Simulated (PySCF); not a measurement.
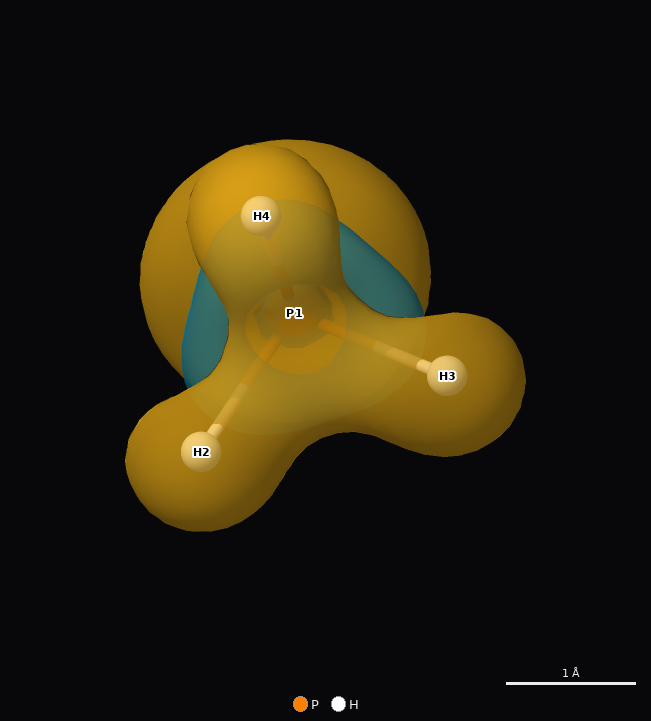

Figure. H₃P, SMILES `P`. Fukui function f⁻ = ρ(N) − ρ(N−1) at fixed geometry, surfaces at ±0.04 e/Å³ (yellow positive, teal negative).

PySCF calculation, B3LYP/def2-SVP, gas phase; geometry: GFN2-xTB. No frequency check shows the geometry to be a minimum. GFN2-xTB bond lengths at metals and heavier atoms can be off by up to 0.1 Å and shapes distorted, which carries into these values.

The calculation's input:

```python
import numpy as np
from pyscf import gto, scf, dft
from pyscf.scf import atom_ks, atom_hf
from scipy.linalg import block_diag

def solve(mol, dm0=None, hcore=None):
    mf = (dft.UKS if mol.spin else dft.RKS)(mol, xc='b3lyp')
    mf.grids.level = 3
    mf = mf.density_fit(auxbasis='def2-universal-jkfit')
    mf.conv_tol, mf.max_cycle = 1e-8, 80
    if hcore is not None:
        mf.get_hcore = lambda *args: hcore
    mf.kernel(dm0)
    if not mf.converged:
        mf = mf.newton().run(mf.mo_coeff, mf.mo_occ, max_cycle=30)
    assert mf.converged, 'SCF not converged'
    return mf

mol = gto.M(atom='''
P     -0.00003     0.00000     0.12805
H     -1.09956     0.35152    -0.64047
H      0.85446     0.77663    -0.64009
H      0.24560    -1.12815    -0.64021
''', basis='def2-svp', charge=0, spin=0, verbose=4)
mf = solve(mol)
out = dict(e0=mf.e_tot, dm0=mf.make_rdm1(), c=mf.mo_coeff, occ=mf.mo_occ, eps=mf.mo_energy)
for name, dq, spin in [('cation', 1, 1), ('anion', -1, 1)]:
    ion = mol.copy().set(charge=mol.charge + dq, spin=spin).build()
    mi = solve(ion)
    if spin and dq > 0 and mol.nao < 130:
        c, _, stable, _ = mi.stability(return_status=True)
        if not stable:
            mi = solve(ion, mi.make_rdm1(c, mi.mo_occ))
    print(name, 'vertical energy change / eV', (mi.e_tot - mf.e_tot) * 27.211386)
    out.update({'e_' + name: mi.e_tot, 'dm_' + name: mi.make_rdm1(), 's2_' + name: mi.spin_square()[0], 'eps_' + name: mi.mo_energy, 'occ_' + name: mi.mo_occ})
# spherically averaged free atoms, for the promolecule
atm = atom_ks.get_atm_nrks(mol, xc='b3lyp')
pro = block_diag(*[(atm[a[0]][2] * atm[a[0]][3]) @ atm[a[0]][2].T for a in mol._atom])
np.savez('result.npz', pro=pro, **out)
```

Command:

```sh
OMP_NUM_THREADS=1 python input.py
```

The run took 5.4 s on 1 thread of AMD EPYC 9R45 96-Core Processor (Zen 5), with other jobs on the host, peak memory 0.24 GiB.

Partitions, critical points and surface values were worked out afterwards from this run's density.

**On which atoms does the density change most on removal of an electron?**

f⁻ (Hirshfeld-condensed) is largest on P1 (0.63); the vertical ionisation energy is 10.62 eV. Condensed values hint at sites of electrophilic attack but needn't mark the atom that reacts. Orbital relaxation makes it negative in places (0.10 e in all).

| atom | f⁻ | charge |
| --- | --- | --- |
| P1 | +0.63 | +0.06 |
| H2 | +0.12 | −0.02 |
| H3 | +0.12 | −0.02 |
| H4 | +0.12 | −0.02 |
